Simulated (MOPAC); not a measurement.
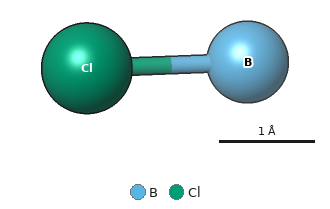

The input geometry (ball-and-stick view, seen at a tilt). Bond lengths as drawn: B–Cl 1.75 Å.

## BCl: frequency calculation

System: BCl.
Method: PM6-D3, closed shell, dispersion D3 (MOPAC 23.2.5).

The geometry was optimised with PM6-D3.

### The input (mol.mop)
```
PM6-D3 FORCE THERMO AUX(PRECISION=6) THREADS=1
BCl

B     -0.006638 1    -0.009608 1    -0.077269 1
Cl    -0.006217 1     0.012764 1     1.673499 1
```

Run on 1 thread of AMD EPYC (Zen 5), 128 GiB of memory available, shared host.

Command:
```bash
mopac mol.mop
```

### Output
```
MOPAC v23.2.5
PM6-D3 CALCULATION RESULTS

 *  PM6-D3     - CORRECT DISPERSION USING D3 METHOD
 *  FORCE      - FORCE CALCULATION SPECIFIED
 *  THREADS=1  - MULTI-THREADING NOT USED
 *  AUX        - OUTPUT AUXILIARY INFORMATION
 *  THERMO     - THERMODYNAMIC QUANTITIES TO BE CALCULATED
PM6-D3 FORCE THERMO AUX(PRECISION=6) THREADS=1
 BCl

   ATOM   CHEMICAL          X               Y               Z
  NUMBER   SYMBOL      (ANGSTROMS)     (ANGSTROMS)     (ANGSTROMS)

     1       B         -0.00663800  *  -0.00960800  *  -0.07726900  *
     2      Cl         -0.00621700  *   0.01276400  *   1.67349900  *

          CARTESIAN COORDINATES

    NO.       ATOM           X           Y           Z

     1         B         -0.0066     -0.0096     -0.0773
     2        Cl         -0.0062      0.0128      1.6735

           Empirical Formula: B Cl  =     2 atoms

      MOLECULAR POINT GROUP   :   C*v

      RHF CALCULATION, NO. OF DOUBLY OCCUPIED LEVELS = 5

          HEAT OF FORMATION =      30.586372 KCALS/MOLE

          CARTESIAN COORDINATE DERIVATIVES

   NUMBER  ATOM         X            Y            Z

     1       B     -0.006615     0.000000     0.000000
     2      Cl      0.006615     0.000000     0.000000

 DIPOLE           X         Y         Z       TOTAL
 POINT-CHG.    -2.393     0.000     0.000     2.393
 HYBRID         1.321    -0.000     0.000     1.321
 SUM           -1.072    -0.000     0.000     1.072

          GRADIENT NORM =   0.00936

          MOLECULAR WEIGHT =   46.26

          ROTATIONAL CONSTANTS IN CM(-1)

          A =    0.00000000   B =    0.66377894   C =    0.66377894

           PRINCIPAL MOMENTS OF INERTIA IN UNITS OF 10**(-40)*GRAM-CM**2

          A =        0.0000   B =       42.1718   C =       42.1718

          ORIENTATION OF MOLECULE IN FORCE CALCULATION

    NO.       ATOM         X         Y         Z

     1          B      -1.3418    0.0000    0.0000
     2         Cl       0.4091    0.0000    0.0000

    FIRST DERIVATIVES WILL BE USED IN THE CALCULATION OF SECOND DERIVATIVES

          ESTIMATED TIME TO COMPLETE CALCULATION =        0.09 SECONDS

    FOR POINT-GROUP C*v  THERE ARE  84 UNIQUE SYMMETRY FUNCTIONS.

 STEP:   1 TIME =     0.00 SECS, INTEGRAL =      0.00 TIME LEFT: 172800.00
 STEP:   2 TIME =     0.00 SECS, INTEGRAL =      0.00 TIME LEFT: 172800.00
 STEP:   3 TIME =     0.01 SECS, INTEGRAL =      0.01 TIME LEFT: 172799.99
 STEP:   4 TIME =     0.00 SECS, INTEGRAL =      0.01 TIME LEFT: 172799.99
 STEP:   5 TIME =     0.00 SECS, INTEGRAL =      0.01 TIME LEFT: 172799.99
 STEP:   6 TIME =     0.00 SECS, INTEGRAL =      0.01 TIME LEFT: 172799.99

(To convert to Hartree/Bohr^2, multiply by (10^(-21) x N x a0^2)/(4.184 x 627.51) =  0.0642)

           FORCE MATRIX IN MILLIDYNES/ANGSTROM

                  B  1      Cl  2
 ------------------------------
     B    1   2.954745
    Cl    2   2.954572   2.954398

          HEAT OF FORMATION =      30.586372 KCALS/MOLE

          ZERO POINT ENERGY       1.112 KCAL/MOL

           NORMAL COORDINATE ANALYSIS (Total motion = 1 Angstrom)

   Root No.       1

                 1 Sig

                 778.0

           1    0.7663
           2   -0.0000
           3   -0.0000
           4   -0.2337
           5    0.0000
           6    0.0000

           MASS-WEIGHTED COORDINATE ANALYSIS (NORMAL COORDINATES)

   Root No.       1

                 1 Sig

                 778.0

           1    0.8754
           2   -0.0000
           3   -0.0000
           4   -0.4834
           5    0.0000
           6    0.0000

          DESCRIPTION OF VIBRATIONS

 VIBRATION          1    1Sig        ATOM PAIR     ENERGY CONTRIBUTION    RADIAL
 FREQUENCY           778.04         B 1 -- Cl2        +100.0% (100.0%)    100.0%
 TRANSITION DIPOLE   6.3352
 TRAVEL (Ang.)       0.1023
 REDUCED MASS        8.2841
 EFFECTIVE MASS     15.2951
 FORCE CONSTANT      2.9546

      SYMMETRY NUMBER FOR POINT-GROUP C*v =  1

          SYSTEM IS A GROUND STATE

 BCl

          MOLECULE IS LINEAR

          THERE ARE  1 GENUINE VIBRATIONS IN THIS SYSTEM
          THIS THERMODYNAMICS CALCULATION IS LIMITED TO
          MOLECULES WHICH HAVE NO INTERNAL ROTATIONS

                    CALCULATED THERMODYNAMIC PROPERTIES
                                          *
   TEMP. (K)   PARTITION FUNCTION   H.O.F.    ENTHALPY  HEAT CAPACITY ENTROPY
                                   KCAL/MOL   CAL/MOLE    CAL/K/MOL  CAL/K/MOL

 298.00  VIB.     0.1024D+01                    53.2233     0.6870     0.2256
         ROT.     0.3120D+03                   592.1869     1.9872    13.3999
         INT.     0.3195D+03                   645.4102     2.6742    13.6255
         TRA.     0.3042D+27                  1480.4672     4.9680    37.4181
         TOT.                       30.586    2125.8774     7.6422    51.0436

 200.00  VIB.     0.1004D+01                     8.2806     0.2326     0.0488
         ROT.     0.2094D+03                   397.4409     1.9872    12.6075
         INT.     0.2102D+03                   405.7214     2.2198    12.6563
         TRA.     0.1673D+27                   993.6021     4.9680    35.4369
         TOT.                       29.860    1399.3236     7.1878    48.0932

 210.00  VIB.     0.1005D+01                    10.8220     0.2760     0.0612
         ROT.     0.2199D+03                   417.3129     1.9872    12.7044
         INT.     0.2210D+03                   428.1349     2.2632    12.7656
         TRA.     0.1800D+27                  1043.2822     4.9680    35.6793
         TOT.                       29.932    1471.4171     7.2313    48.4449

 220.00  VIB.     0.1006D+01                    13.8075     0.3213     0.0751
         ROT.     0.2304D+03                   437.1849     1.9872    12.7969
         INT.     0.2318D+03                   450.9924     2.3085    12.8719
         TRA.     0.1930D+27                  1092.9623     4.9680    35.9104
         TOT.                       30.004    1543.9548     7.2765    48.7824

 230.00  VIB.     0.1008D+01                    17.2529     0.3679     0.0904
         ROT.     0.2408D+03                   457.0570     1.9872    12.8852
         INT.     0.2427D+03                   474.3099     2.3551    12.9756
         TRA.     0.2063D+27                  1142.6424     4.9680    36.1313
         TOT.                       30.077    1616.9523     7.3231    49.1069

 240.00  VIB.     0.1010D+01                    21.1686     0.4153     0.1070
         ROT.     0.2513D+03                   476.9290     1.9872    12.9698
         INT.     0.2537D+03                   498.0976     2.4025    13.0768
         TRA.     0.2199D+27                  1192.3226     4.9680    36.3427
         TOT.                       30.151    1690.4201     7.3705    49.4195

 250.00  VIB.     0.1011D+01                    25.5603     0.4631     0.1249
         ROT.     0.2618D+03                   496.8011     1.9872    13.0509
         INT.     0.2648D+03                   522.3614     2.4503    13.1759
         TRA.     0.2338D+27                  1242.0027     4.9680    36.5455
         TOT.                       30.225    1764.3640     7.4183    49.7214

 260.00  VIB.     0.1014D+01                    30.4298     0.5108     0.1440
         ROT.     0.2722D+03                   516.6731     1.9872    13.1289
         INT.     0.2760D+03                   547.1029     2.4980    13.2729
         TRA.     0.2479D+27                  1291.6828     4.9680    36.7404
         TOT.                       30.299    1838.7856     7.4660    50.0133

 270.00  VIB.     0.1016D+01                    35.7750     0.5582     0.1642
         ROT.     0.2827D+03                   536.5451     1.9872    13.2038
         INT.     0.2873D+03                   572.3202     2.5454    13.3681
         TRA.     0.2624D+27                  1341.3629     4.9680    36.9279
         TOT.                       30.374    1913.6831     7.5134    50.2959

 280.00  VIB.     0.1019D+01                    41.5913     0.6050     0.1854
         ROT.     0.2932D+03                   556.4172     1.9872    13.2761
         INT.     0.2987D+03                   598.0085     2.5922    13.4615
         TRA.     0.2771D+27                  1391.0430     4.9680    37.1085
         TOT.                       30.450    1989.0515     7.5602    50.5700

 290.00  VIB.     0.1022D+01                    47.8714     0.6509     0.2074
         ROT.     0.3037D+03                   576.2892     1.9872    13.3459
         INT.     0.3102D+03                   624.1607     2.6381    13.5532
         TRA.     0.2920D+27                  1440.7231     4.9680    37.2829
         TOT.                       30.525    2064.8837     7.6061    50.8361

 300.00  VIB.     0.1025D+01                    54.6062     0.6959     0.2302
         ROT.     0.3141D+03                   596.1613     1.9872    13.4132
         INT.     0.3218D+03                   650.7675     2.6831    13.6434
         TRA.     0.3073D+27                  1490.4032     4.9680    37.4513
         TOT.                       30.602    2141.1706     7.6511    51.0947

 310.00  VIB.     0.1028D+01                    61.7849     0.7397     0.2537
         ROT.     0.3246D+03                   616.0333     1.9872    13.4784
         INT.     0.3336D+03                   677.8183     2.7269    13.7321
         TRA.     0.3228D+27                  1540.0833     4.9680    37.6142
         TOT.                       30.678    2217.9016     7.6949    51.3463

 320.00  VIB.     0.1031D+01                    69.3959     0.7823     0.2779
         ROT.     0.3351D+03                   635.9054     1.9872    13.5415
         INT.     0.3455D+03                   705.3013     2.7695    13.8194
         TRA.     0.3385D+27                  1589.7634     4.9680    37.7719
         TOT.                       30.756    2295.0647     7.7375    51.5913

 330.00  VIB.     0.1035D+01                    77.4264     0.8236     0.3026
         ROT.     0.3455D+03                   655.7774     1.9872    13.6026
         INT.     0.3576D+03                   733.2038     2.8108    13.9052
         TRA.     0.3545D+27                  1639.4435     4.9680    37.9248
         TOT.                       30.833    2372.6473     7.7788    51.8300

 340.00  VIB.     0.1039D+01                    85.8633     0.8636     0.3278
         ROT.     0.3560D+03                   675.6494     1.9872    13.6619
         INT.     0.3698D+03                   761.5127     2.8508    13.9897
         TRA.     0.3707D+27                  1689.1236     4.9680    38.0731
         TOT.                       30.911    2450.6364     7.8188    52.0629

 350.00  VIB.     0.1043D+01                    94.6930     0.9022     0.3534
         ROT.     0.3665D+03                   695.5215     1.9872    13.7196
         INT.     0.3821D+03                   790.2145     2.8894    14.0729
         TRA.     0.3872D+27                  1738.8037     4.9680    38.2171
         TOT.                       30.990    2529.0182     7.8574    52.2901

 360.00  VIB.     0.1047D+01                   103.9017     0.9394     0.3793
         ROT.     0.3770D+03                   715.3935     1.9872    13.7755
         INT.     0.3946D+03                   819.2952     2.9266    14.1549
         TRA.     0.4039D+27                  1788.4838     4.9680    38.3571
         TOT.                       31.068    2607.7791     7.8946    52.5119

 370.00  VIB.     0.1051D+01                   113.4758     0.9752     0.4056
         ROT.     0.3874D+03                   735.2656     1.9872    13.8300
         INT.     0.4072D+03                   848.7413     2.9624    14.2355
         TRA.     0.4209D+27                  1838.1639     4.9680    38.4932
         TOT.                       31.147    2686.9053     7.9304    52.7287

 380.00  VIB.     0.1055D+01                   123.4015     1.0097     0.4320
         ROT.     0.3979D+03                   755.1376     1.9872    13.8830
         INT.     0.4200D+03                   878.5391     2.9969    14.3150
         TRA.     0.4381D+27                  1887.8440     4.9680    38.6257
         TOT.                       31.227    2766.3831     7.9649    52.9407

 390.00  VIB.     0.1060D+01                   133.6653     1.0429     0.4587
         ROT.     0.4084D+03                   775.0097     1.9872    13.9346
         INT.     0.4329D+03                   908.6750     3.0301    14.3933
         TRA.     0.4555D+27                  1937.5242     4.9680    38.7547
         TOT.                       31.307    2846.1992     7.9981    53.1480

 400.00  VIB.     0.1065D+01                   144.2542     1.0747     0.4855
         ROT.     0.4188D+03                   794.8817     1.9872    13.9849
         INT.     0.4460D+03                   939.1359     3.0619    14.4704
         TRA.     0.4731D+27                  1987.2043     4.9680    38.8805
         TOT.                       31.387    2926.3402     8.0299    53.3509

   *: NOTE: HEATS OF FORMATION ARE RELATIVE TO THE
            ELEMENTS IN THEIR STANDARD STATE AT 298K
              (=  Standard Enthalpy of Formation).

            Hvib:  Zero-point energy is not included.
                   frequencies of less than zero cm-1 are not included.
            Hrot = (3/2)RT
            Htra = (3/2)RT + pV = (5/2)RT

            Heat capacity is Cp, not Cv

           FORCE CONSTANT IN CARTESIAN COORDINATES (Millidynes/A)

    ATOM   CHEMICAL       X               Y               Z
   NUMBER   SYMBOL  FORCE CONSTANT  FORCE CONSTANT  FORCE CONSTANT

      1       B        2.954568        0.003252        0.003252
      2      Cl        2.954568        0.003252        0.003252

 *                    *
 * JOB ENDED NORMALLY *
 *                    *

 TOTAL JOB TIME:             0.03 SECONDS

 == MOPAC DONE ==
```

### Key numbers

- outcome: converged
- heat of formation: 30.59 kcal/mol
- basis functions: 13
- zero-point energy: 0.001772 hartree
- wavenumbers, lowest and highest: 778 cm⁻¹
- peak memory: 0.078 GiB

### Notes

MOPAC's energies along a path are heats of formation.
